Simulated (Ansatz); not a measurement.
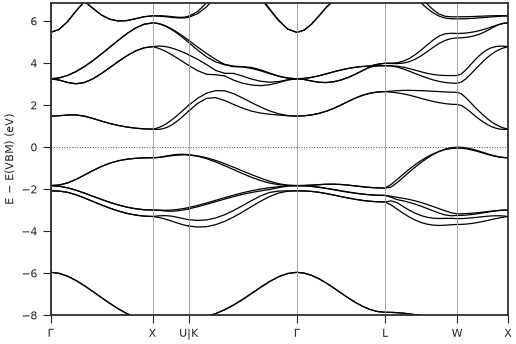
Fig. 1. Band structure from r²SCAN with spin–orbit coupling (plane waves, PAW; program Ansatz)

Task: Read off the gap and where the band edges lie.

Result: About 0.8 eV (0.84 eV by a search for the band edges); maximum at W, minimum on the W–X line, 92 % of the way from W.

The material is PbS (zinc blende, space group No. 216).

Space group F-43m (zinc blende). The start of the workflow was typed in or built on a structure type; neither database checked (COD, Materials Project) lists it. It is not the phase usual at ambient conditions (space group No. 225). The r²SCAN relaxation kept the symmetry of its start. At this level the phase is mechanically unstable.

Potentials: the earlier of the program's two PAW sets.
